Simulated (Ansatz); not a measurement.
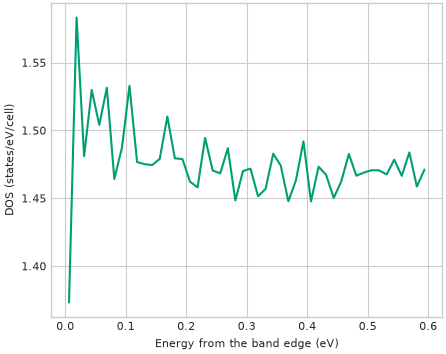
Figure: Density of states of RbCdF3 (Pm-3m) below the valence band maximum, PBEsol, rigid bands (Ansatz, an electronic-structure program); cell volume 85.8 Å³.

Q: What effective density of states at 300 K does this give (∫ g(E) exp(−E/k_BT) dE, both spins, divided by the cell's size)?

A: 4.4e20 cm⁻³, a density-of-states mass of 6.8 mₑ, valleys and band degeneracy included.

Spin-orbit coupling is left out; where it splits the top of the valence band, N_v and the p-type Seebeck coefficient come out somewhat high without it. Geometry: cell and atoms relaxed with PBEsol.

Computed structure, not matched to a measured one here, so possibly hypothetical: RbCdF3 (Pm-3m).
